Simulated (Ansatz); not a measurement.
**Geometry relaxation, with input and output: SiH2F2**

- system: SiH2F2
- method: RKS PBE0-D4/def2-SVP (Ansatz 0.2.0)

The input holds or restrains some coordinates. It belongs to a series of runs on one base structure; here: pulled along the bonds that form and break, towards end B. Figures and captions count atoms from 1; the log counts them from 0 in places.

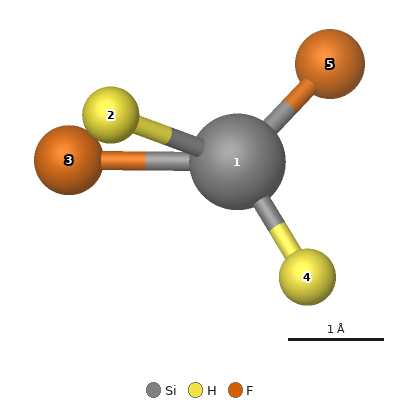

**Figure 1.** The starting structure (ball-and-stick view, seen at a tilt; atoms are numbered from 1 in the order of the input).

Key numbers

| quantity | value |
| --- | --- |
| outcome | converged under the restraints of the input |
| total energy | −13328.1651 eV |
| mean-field energy | −13328.1200 eV |
| largest force (length of the vector) at the end, held atoms and coordinates included | 0.325 eV/Å |
| hardware | 1 thread of Arm Neoverse V2, 24 GiB of memory available, shared host |
| wall time | 10 s |
| peak memory | 0.11 GiB |

Input
```yaml
crystal:
  periodic: [false, false, false]
  atoms:
    - { symbol: Si, position_ang: [0.0, 0.0, 0.0] }
    - { symbol: H, position_ang: [0.8854, 0.0, 1.4041] }
    - { symbol: F, position_ang: [1.7331, 0.0, 0.448] }
    - { symbol: H, position_ang: [-0.6877, 1.1914, -0.4862] }
    - { symbol: F, position_ang: [-0.7489, -1.2974, -0.5295] }
basis:
  gaussian: { orbitals: def2-SVP }
hamiltonian:
  xc: pbe0
  dispersion: d4
relax:
  f_tol: 0.15
  max_steps: 25
  restrain:
    - { distance: [1, 2], at: 0.92, k: 30.0 }
    - { distance: [0, 1], at: 2.66, k: 30.0 }
    - { distance: [0, 2], at: 2.79, k: 30.0 }
output:
  orbitals: {}
```

Command:
```bash
ansatz run input.yaml --threads 1 --pin off --max-ram 2048MiB --backend cpu --events-out ev --progress --plain --runs-dir out
```

The program's output
```
The last accepted step is kept in [file] (removed where the run ends without a failure and the disk answers)
Engine: ansatz 0.2.0, aarch64-unknown-linux-gnu
Functional definition: PBE0
  parameter a = 0.25
  parameter kappa = 0.804
  parameter beta = 0.06672455060314922
  exchange = (1 - a)*pbe_x(kappa = kappa, mu = beta*pi^2/3) + a*exact_x
  correlation = pbe_c(beta = beta)
557 factors; integrals over basis functions are off by at most 4.0e-4 eV
mean field evaluation 1: about -13324.6117 eV, gradient 3.8e1 eV
mean field evaluation 2: about -13319.7242 eV, gradient 6.8e1 eV
mean field evaluation 4: about -13326.9653 eV, gradient 3.0e0 eV
mean field evaluation 8: about -13326.9782 eV, gradient 1.8e-2 eV
mean field -13326.97816271 eV, -489.7574141294 hartree, gradient 4.7e-5 eV, S^2 0.000000; 0 other end points of the search recorded, 0 dependent functions left out
the calculation of the forces begins
reference -13326.97818282 eV, -489.7574148683 hartree; 17, 17 occupied and 39, 39 virtual orbitals, 557 factors
relax step   1: F+E_penalty+E_count = -13327.02527459 eV  Δ(F+E_penalty+E_count) = +0.000e0 eV  max|allowed force component| = 5.907e0 eV/Å  E_restraint = 31.91962985 eV  max|allowed force component, restraints' pulls added| = 4.453e1 eV/Å  Δτ_max = 0.0000 Å  (24 SCF iters, accepted)
  distance H 1 - F 2 = 1.2778 Å
  distance Si 0 - H 1 = 1.6599 Å
  distance Si 0 - F 2 = 1.7901 Å
these checks for a lower state are left out or cut short: starts, cluster_reference, orbital_swaps, neighbouring_geometries, increment
557 factors; integrals over basis functions are off by at most 4.3e-4 eV
mean field evaluation 16: about -13325.6903 eV, gradient 8.5e-1 eV
mean field -13325.70433574 eV, -489.7106018517 hartree, gradient 1.2e-5 eV, S^2 0.000000; 0 other end points of the search recorded, 0 dependent functions left out
the calculation of the forces begins
reference -13325.70435645 eV, -489.7106026129 hartree; 17, 17 occupied and 39, 39 virtual orbitals, 557 factors
relax step   2: F+E_penalty+E_count = -13325.75378032 eV  Δ(F+E_penalty+E_count) = +1.271e0 eV  max|allowed force component| = 7.942e0 eV/Å  E_restraint = 16.29851253 eV  max|allowed force component, restraints' pulls added| = 3.011e1 eV/Å  Δτ_max = 0.1917 Å  (37 SCF iters, accepted)
  distance H 1 - F 2 = 1.2618 Å
  distance Si 0 - H 1 = 1.9934 Å
  distance Si 0 - F 2 = 2.0652 Å
these checks for a lower state are left out or cut short: starts, cluster_reference, orbital_swaps, neighbouring_geometries, increment
557 factors; integrals over basis functions are off by at most 4.4e-4 eV
mean field -13325.27863782 eV, -489.6949577416 hartree, gradient 2.6e-5 eV, S^2 0.000000; 0 other end points of the search recorded, 0 dependent functions left out
the calculation of the forces begins
reference -13325.27865927 eV, -489.6949585298 hartree; 17, 17 occupied and 39, 39 virtual orbitals, 557 factors
relax step   3: F+E_penalty+E_count = -13325.32657147 eV  Δ(F+E_penalty+E_count) = +4.272e-1 eV  max|allowed force component| = 8.064e0 eV/Å  E_restraint = 5.78153803 eV  max|allowed force component, restraints' pulls added| = 1.697e1 eV/Å  Δτ_max = 0.1949 Å  (35 SCF iters, accepted)
  distance H 1 - F 2 = 1.1497 Å
  distance Si 0 - H 1 = 2.2627 Å
  distance Si 0 - F 2 = 2.3719 Å
these checks for a lower state are left out or cut short: starts, cluster_reference, orbital_swaps, neighbouring_geometries, increment
558 factors; integrals over basis functions are off by at most 7.5e-4 eV
mean field evaluation 32: about -13326.4629 eV, gradient 8.9e-1 eV
mean field -13326.47869298 eV, -489.7390589552 hartree, gradient 8.1e-5 eV, S^2 0.000000; 0 other end points of the search recorded, 0 dependent functions left out
the calculation of the forces begins
reference -13326.47871443 eV, -489.7390597437 hartree; 17, 17 occupied and 39, 39 virtual orbitals, 558 factors
relax step   4: F+E_penalty+E_count = -13326.52423237 eV  Δ(F+E_penalty+E_count) = -1.198e0 eV  max|allowed force component| = 6.020e0 eV/Å  E_restraint = 0.59029121 eV  max|allowed force component, restraints' pulls added| = 5.897e0 eV/Å  Δτ_max = 0.1950 Å  (30 SCF iters, accepted)
  distance H 1 - F 2 = 0.9269 Å
  distance Si 0 - H 1 = 2.5171 Å
  distance Si 0 - F 2 = 2.6526 Å
these checks for a lower state are left out or cut short: starts, cluster_reference, orbital_swaps, neighbouring_geometries, increment
558 factors; integrals over basis functions are off by at most 7.8e-4 eV
mean field -13327.60059619 eV, -489.7802881379 hartree, gradient 8.6e-5 eV, S^2 0.000000; 0 other end points of the search recorded, 0 dependent functions left out
the calculation of the forces begins
reference -13327.60061735 eV, -489.7802889154 hartree; 17, 17 occupied and 39, 39 virtual orbitals, 558 factors
relax step   5: F+E_penalty+E_count = -13327.64514814 eV  Δ(F+E_penalty+E_count) = -1.121e0 eV  max|allowed force component| = 2.571e0 eV/Å  E_restraint = 0.03517454 eV  max|allowed force component, restraints' pulls added| = 1.630e0 eV/Å  Δτ_max = 0.1947 Å  (29 SCF iters, accepted)
  distance H 1 - F 2 = 0.9223 Å
  distance Si 0 - H 1 = 2.6130 Å
  distance Si 0 - F 2 = 2.7784 Å
these checks for a lower state are left out or cut short: starts, cluster_reference, orbital_swaps, neighbouring_geometries, increment
558 factors; integrals over basis functions are off by at most 8.2e-4 eV
mean field -13328.05348696 eV, -489.7969315666 hartree, gradient 6.7e-6 eV, S^2 0.000000; 0 other end points of the search recorded, 0 dependent functions left out
the calculation of the forces begins
reference -13328.05350722 eV, -489.7969323110 hartree; 17, 17 occupied and 39, 39 virtual orbitals, 558 factors
relax step   6: F+E_penalty+E_count = -13328.09810291 eV  Δ(F+E_penalty+E_count) = -4.530e-1 eV  max|allowed force component| = 9.767e-1 eV/Å  E_restraint = 0.00918094 eV  max|allowed force component, restraints' pulls added| = 1.209e0 eV/Å  Δτ_max = 0.1946 Å  (33 SCF iters, accepted)
  distance H 1 - F 2 = 0.9387 Å
  distance Si 0 - H 1 = 2.6707 Å
  distance Si 0 - F 2 = 2.8022 Å
these checks for a lower state are left out or cut short: starts, cluster_reference, orbital_swaps, neighbouring_geometries, increment
558 factors; integrals over basis functions are off by at most 7.8e-4 eV
mean field -13328.09297180 eV, -489.7983826077 hartree, gradient 1.7e-5 eV, S^2 0.000000; 0 other end points of the search recorded, 0 dependent functions left out
the calculation of the forces begins
reference -13328.09299188 eV, -489.7983833457 hartree; 17, 17 occupied and 39, 39 virtual orbitals, 558 factors
relax step   7: F+E_penalty+E_count = -13328.13730513 eV  Δ(F+E_penalty+E_count) = -3.920e-2 eV  max|allowed force component| = 5.779e-1 eV/Å  E_restraint = 0.01333505 eV  max|allowed force component, restraints' pulls added| = 1.127e0 eV/Å  Δτ_max = 0.1075 Å  (28 SCF iters, accepted)
  distance H 1 - F 2 = 0.9398 Å
  distance Si 0 - H 1 = 2.6512 Å
  distance Si 0 - F 2 = 2.7695 Å
these checks for a lower state are left out or cut short: starts, cluster_reference, orbital_swaps, neighbouring_geometries, increment
558 factors; integrals over basis functions are off by at most 7.3e-4 eV
mean field evaluation 64: about -13328.1189 eV, gradient 1.8e-5 eV
mean field -13328.11887557 eV, -489.7993345539 hartree, gradient 1.8e-5 eV, S^2 0.000000; 0 other end points of the search recorded, 0 dependent functions left out
the calculation of the forces begins
reference -13328.11889573 eV, -489.7993352945 hartree; 17, 17 occupied and 39, 39 virtual orbitals, 558 factors
relax step   8: F+E_penalty+E_count = -13328.16390063 eV  Δ(F+E_penalty+E_count) = -2.660e-2 eV  max|allowed force component| = 2.981e-1 eV/Å  E_restraint = 0.00173360 eV  max|allowed force component, restraints' pulls added| = 1.939e-1 eV/Å  Δτ_max = 0.1280 Å  (28 SCF iters, accepted)
  distance H 1 - F 2 = 0.9275 Å
  distance Si 0 - H 1 = 2.6595 Å
  distance Si 0 - F 2 = 2.7823 Å
these checks for a lower state are left out or cut short: starts, cluster_reference, orbital_swaps, neighbouring_geometries, increment
558 factors; integrals over basis functions are off by at most 8.1e-4 eV
mean field -13328.12002605 eV, -489.7993768333 hartree, gradient 2.2e-5 eV, S^2 0.000000; 0 other end points of the search recorded, 0 dependent functions left out
the calculation of the forces begins
reference -13328.12004615 eV, -489.7993775718 hartree; 17, 17 occupied and 39, 39 virtual orbitals, 558 factors
relax step   9: F+E_penalty+E_count = -13328.16505198 eV  Δ(F+E_penalty+E_count) = -1.151e-3 eV  max|allowed force component| = 2.699e-1 eV/Å  E_restraint = 0.00149240 eV  max|allowed force component, restraints' pulls added| = 1.291e-1 eV/Å  Δτ_max = 0.0776 Å  (28 SCF iters, accepted)
  distance H 1 - F 2 = 0.9232 Å
  distance Si 0 - H 1 = 2.6624 Å
  distance Si 0 - F 2 = 2.7809 Å
```

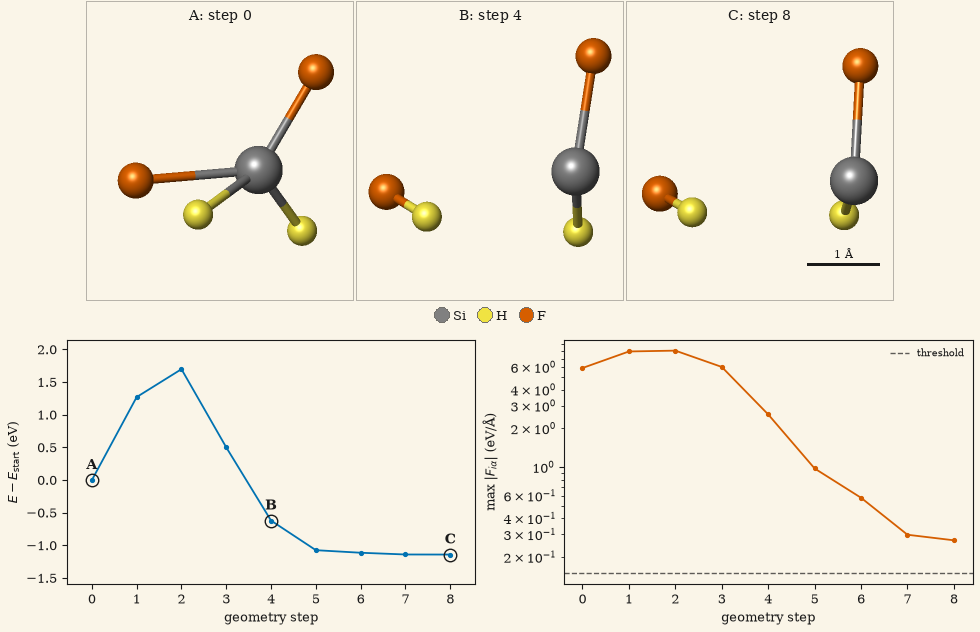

**Figure 2.** Frames of the restrained relaxation (ball-and-stick view, seen at a tilt) above the curves, on which the letters mark them (the first geometry is step 0 here and step 1 in the log).

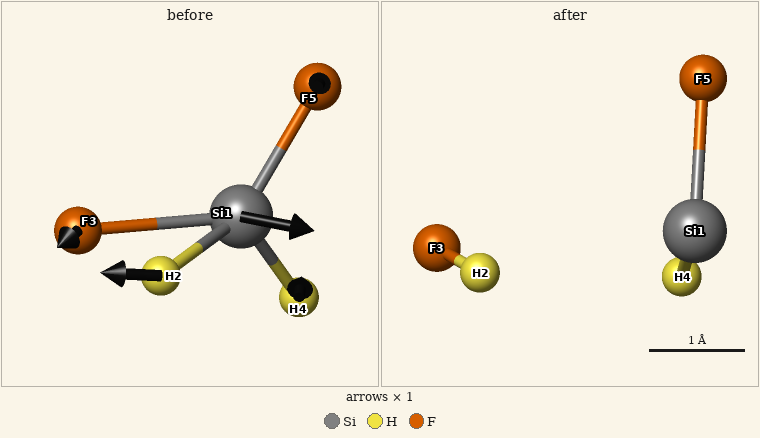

**Figure 3.** Before (left) and after (right) the restrained relaxation, at one scale (ball-and-stick view, seen at a tilt). The black arrows give the displacements, at true length. The atom that moves furthest after the best rigid fit is Si1 (0.80 Å). By element the largest moves are Si 0.80 Å, H 0.67 Å, F 0.37 Å. Distances before and after: Si1–H2 1.660 → 2.662 Å, Si1–F3 1.790 → 2.781 Å, H2–F3 1.278 → 0.923 Å, Si1–H4 1.459 → 1.540 Å. New bonds form: H2–F3 (1.28 → 0.92 Å). Bonds break: Si1–F3 (1.79 → 2.78 Å), Si1–H2 (1.66 → 2.66 Å). Among the angles that change: H4–Si1–F5 109.5° → 97.6°. The energy falls by 1.140 eV in 8 geometry steps. Largest force component: 5.9 eV/Å at the start, 0.27 eV/Å at the end. (Atoms are counted from 1 in the order of the input.)

```
558 factors; integrals over basis functions are off by at most 8.1e-4 eV
mean field -13328.12002605 eV, -489.7993768333 hartree, gradient 2.2e-5 eV, S^2 0.000000; 1 other end points of the search recorded, 0 dependent functions left out
the calculation of the forces begins
reference -13328.12004615 eV, -489.7993775718 hartree; 17, 17 occupied and 39, 39 virtual orbitals, 558 factors
Total energy: -13328.16507208 eV, -489.8010322440 hartree
Atom 0 at    -0.773433     0.022166     0.192025 Å, force     0.200899    -0.023405    -0.005982 eV/Å
Atom 1 at     1.501591    -0.083710     1.570932 Å, force    -0.047919    -0.052223     0.238995 eV/Å
Atom 2 at     1.944965     0.071165     0.776093 Å, force    -0.173928     0.049956    -0.269863 eV/Å
Atom 3 at    -0.703245     1.136668    -0.868483 Å, force     0.019320    -0.007206     0.006931 eV/Å
Atom 4 at    -0.787979    -1.252289    -0.834166 Å, force     0.001628     0.032878     0.029918 eV/Å
Dipole moment:    -0.062604     0.149940     0.403883 e Å
```

Trajectory as extended XYZ (Å, eV, eV/Å), 9 frames, from step=1 to step=9
```
5
Properties=species:S:1:pos:R:3:forces:R:3 step=1 energy=-13327.02527
Si    0.0000    0.0000    0.0000    0.5112   0.3835   5.9065
H     0.8854    0.0000    1.4041   -3.9738  -0.0914   1.2875
F     1.7331    0.0000    0.4480    2.9635   0.0147  -4.4084
H    -0.6877    1.1914   -0.4862    0.3417   0.4683  -1.4277
F    -0.7489   -1.2974   -0.5295    0.1575  -0.7749  -1.3579
5
Properties=species:S:1:pos:R:3:forces:R:3 step=2 energy=-13325.75378
Si   -0.1648    0.0132   -0.0970    2.5802  -0.2507   7.9425
H     1.0235   -0.0003    1.5034   -1.2904  -0.0467  -2.0049
F     1.8076    0.0035    0.5149    0.2719   0.0872  -0.8770
H    -0.7053    1.2140   -0.5182   -0.7772   2.0760  -2.6996
F    -0.7791   -1.3364   -0.5667   -0.7845  -1.8657  -2.3609
5
Properties=species:S:1:pos:R:3:forces:R:3 step=3 energy=-13325.32657
Si   -0.3504    0.0164   -0.1565    2.8518   0.1358   8.0636
H     1.1652   -0.0026    1.5234    1.6186  -0.0439  -3.8811
F     1.8877    0.0026    0.6290   -1.1289   0.0869   2.8053
H    -0.7233    1.2453   -0.5576   -1.5890   3.3808  -3.6292
F    -0.7973   -1.3678   -0.6020   -1.7525  -3.5596  -3.3586
5
Properties=species:S:1:pos:R:3:forces:R:3 step=4 energy=-13326.52423
Si   -0.5332    0.0381   -0.1510    1.1804  -2.5412   6.0199
H     1.3596   -0.0046    1.5078   -0.4836  -0.0706  -0.0291
F     1.9465    0.0036    0.7905    0.9142   0.0930  -0.2180
H    -0.7531    1.3105   -0.6330   -1.0271   2.6386  -3.5664
F    -0.8379   -1.4535   -0.6779   -0.5839  -0.1199  -2.2064
5
Properties=species:S:1:pos:R:3:forces:R:3 step=5 energy=-13327.64515
Si   -0.6541   -0.0040   -0.0044    0.1543  -0.1286   2.5715
H     1.4453   -0.0110    1.5514   -0.3300  -0.0614   0.2418
F     2.0006    0.0058    0.8152    0.2837   0.0709  -0.4009
H    -0.7670    1.3388   -0.7591   -0.0586  -0.5214  -1.2905
F    -0.8429   -1.4357   -0.7667   -0.0494   0.6406  -1.1219
5
Properties=species:S:1:pos:R:3:forces:R:3 step=6 energy=-13328.09810
Si   -0.7446   -0.0068    0.1679    0.0993  -0.2948  -0.6318
H     1.5103   -0.0152    1.5990    0.3598  -0.0177  -0.5236
F     1.9872    0.0188    0.7912   -0.5683   0.0193   0.4641
H    -0.7410    1.2109   -0.8569    0.0346  -0.6835   0.2241
F    -0.8300   -1.3138   -0.8648    0.0747   0.9767   0.4671
5
Properties=species:S:1:pos:R:3:forces:R:3 step=7 energy=-13328.13731
Si   -0.6859    0.0068    0.1728   -0.0999  -0.2164  -0.4100
H     1.5325   -0.0781    1.6222    0.3417   0.1125  -0.5779
F     2.0041    0.0893    0.8267   -0.4842  -0.1111   0.4787
H    -0.7735    1.1186   -0.9014    0.1177   0.0032   0.1739
F    -0.8953   -1.2426   -0.8839    0.1248   0.2119   0.3353
5
Properties=species:S:1:pos:R:3:forces:R:3 step=8 energy=-13328.16390
Si   -0.7781    0.0337    0.1935    0.2081   0.1245   0.0452
H     1.5018   -0.1583    1.5494    0.0763   0.0223   0.0355
F     1.9377    0.1431    0.7882   -0.2981  -0.0383  -0.0641
H    -0.6860    1.1314   -0.8871    0.0040  -0.0378   0.0467
F    -0.7935   -1.2559   -0.8075    0.0098  -0.0707  -0.0633
5
Properties=species:S:1:pos:R:3:forces:R:3 step=9 energy=-13328.16505
Si   -0.7734    0.0222    0.1920    0.2009  -0.0234  -0.0060
H     1.5016   -0.0837    1.5709   -0.0479  -0.0522   0.2390
F     1.9450    0.0712    0.7761   -0.1739   0.0500  -0.2699
H    -0.7032    1.1367   -0.8685    0.0193  -0.0072   0.0069
F    -0.7880   -1.2523   -0.8342    0.0016   0.0329   0.0299
```

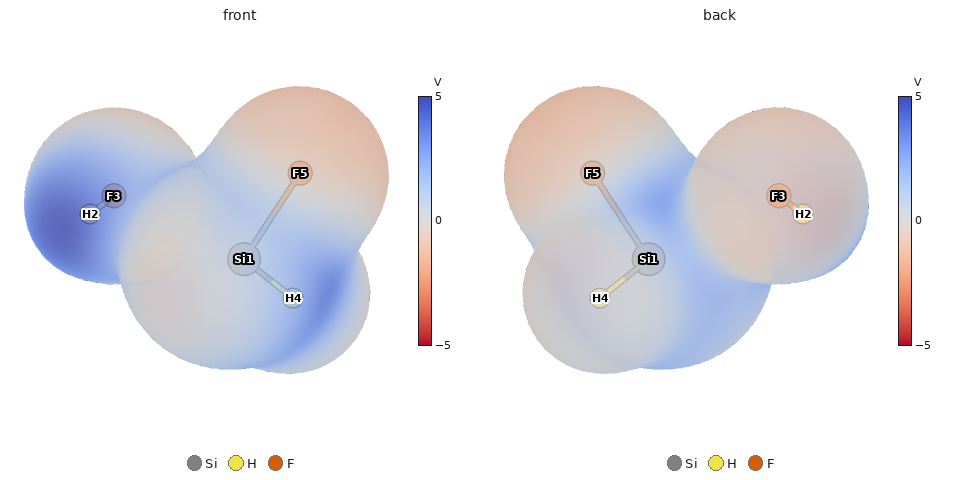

**Figure 4.** The molecular electrostatic potential painted on the density surface at 0.004 e/bohr³, seen at a tilt and from behind; the colour scale runs from red (negative) to blue (positive).

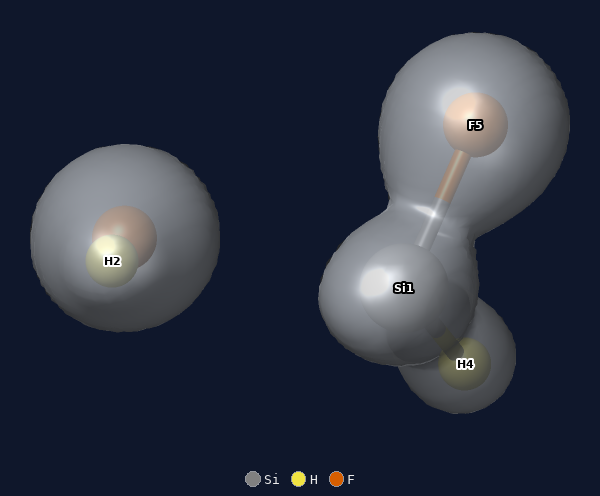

**Figure 5.** Isosurface of the total electron density at 0.5 e/Å³ (grey), seen at a tilt. At this value the surface falls into two separate pieces. It is pinched off along the Si···F (2.78 Å) contacts. On the grid the lowest density along these lines, outside the cores, is 0.11 e/Å³ (Si···F, 2.78 Å), 0.82 e/Å³ (Si–F, 1.64 Å), 2.4 e/Å³ (F–H, 0.92 Å) and 0.73 e/Å³ (Si–H, 1.54 Å).
